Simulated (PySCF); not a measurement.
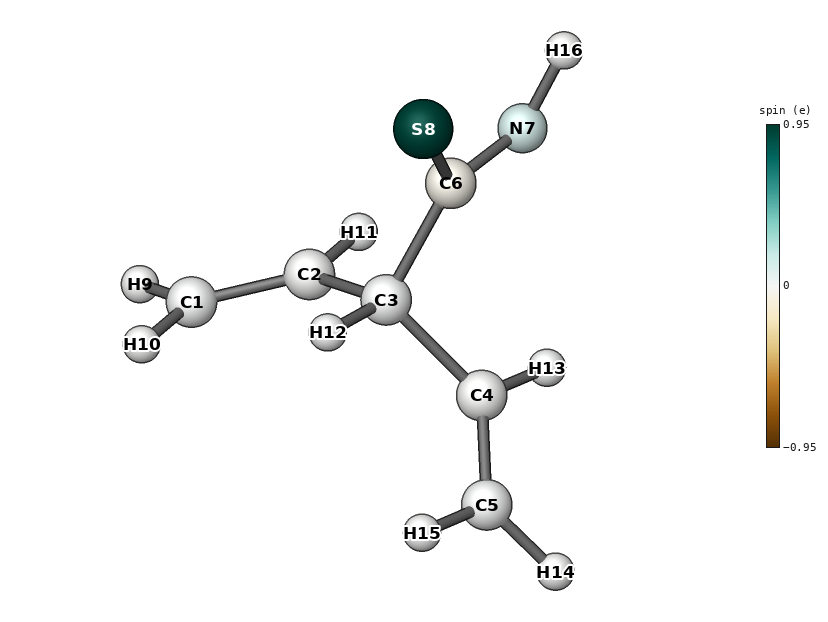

Atoms are coloured by their Mulliken spin populations. The species is neutral and a spin doublet. Computed geometry: GFN2-xTB optimisation. No frequency run is at hand to confirm it as a minimum. Properties computed with UKS B3LYP, pcH-1 on C H N S, non-relativistic (PySCF 2.14.0).

List the Mulliken spin populations.

| atom | value (e) |
| --- | --- |
| C1 | 0.01 |
| C2 | 0.00 |
| C3 | 0.01 |
| C4 | 0.00 |
| C5 | 0.00 |
| C6 | −0.04 |
| N7 | 0.12 |
| S8 | 0.91 |
| H9 | 0.00 |
| H10 | 0.00 |
| H11 | 0.00 |
| H12 | 0.00 |
| H13 | 0.00 |
| H14 | 0.00 |
| H15 | 0.00 |
| H16 | 0.00 |

The run warned: orbitally degenerate or nearly so: second-order g, spin-orbit hyperfine and D do not apply.

Mulliken values depend strongly on the basis set.
